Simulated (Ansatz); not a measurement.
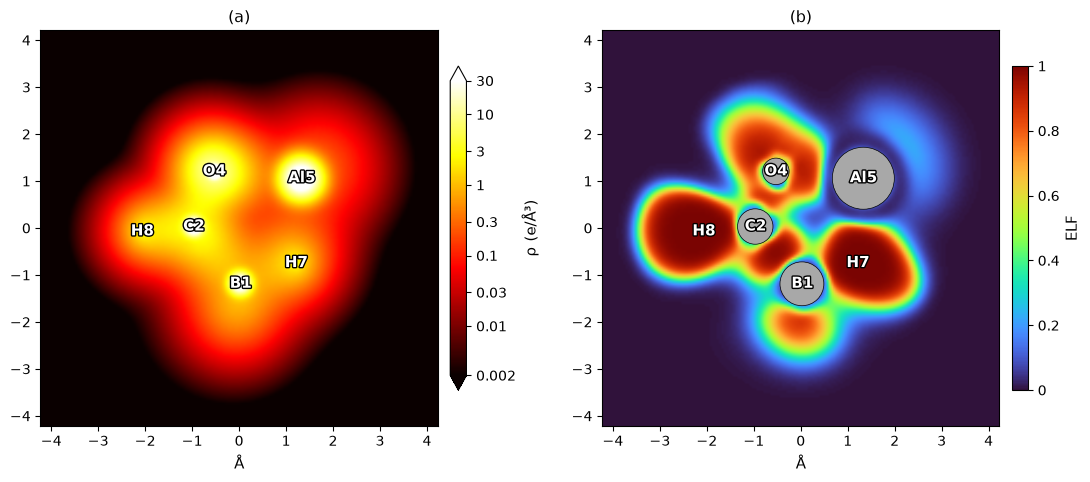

Figure 1: CH₅AlBBrO. (a) total electron density; (b) electron localisation function on the plane of atoms C2, O4 and Al5. Grey discs cover the atomic cores in the ELF map.

Geometry: PBE0-D4/def2-TZVP.

These are results of RKS PBE0-D4/def2-TZVPP in Ansatz, not measurements.

```yaml
atoms:
  - { symbol: B, position_ang: [-0.0703, -0.4838, 1.0276] }
  - { symbol: C, position_ang: [-1.0799, -0.5416, -0.1787] }
  - { symbol: Br, position_ang: [0.7647, -2.3074, 0.8797] }
  - { symbol: O, position_ang: [-0.8621, 0.1249, -1.2184] }
  - { symbol: Al, position_ang: [0.6984, 1.0958, -0.8904] }
  - { symbol: H, position_ang: [-0.5094, -0.2288, 2.1104] }
  - { symbol: H, position_ang: [0.8255, 0.3846, 0.7692] }
  - { symbol: H, position_ang: [-1.9571, -1.2020, -0.2071] }
  - { symbol: H, position_ang: [0.3515, 2.6074, -0.6123] }
  - { symbol: H, position_ang: [1.9218, 0.4999, -1.6772] }
```

Q: Interpret the plot.

A: Atoms in the plane: B, C, O, Al and H.
C–O (1.25 Å): ρ at the midpoint is about 3 e/Å³; the ELF peaks at about 0.85 between the atoms (a short, strongly polar bond).
C–B (1.57 Å): ρ is about 1.5 e/Å³ halfway; the ELF peaks at about 1 between the atoms, as expected for a covalent bond.
Al–O (1.87 Å): the density is about 0.65 e/Å³ at the midpoint; the ELF peaks at about 0.90 in the valence shell of O, 0.6 Å from its nucleus, and is about 0.60 at the midpoint.
C–H (1.10 Å): ρ at the midpoint is about 2.1 e/Å³; the ELF climbs to about 1 towards the hydrogen, as it does in any bond to H: an ordinary covalent bond to hydrogen.
The ELF also peaks beside O4, away from the bonds: lone-pair regions.
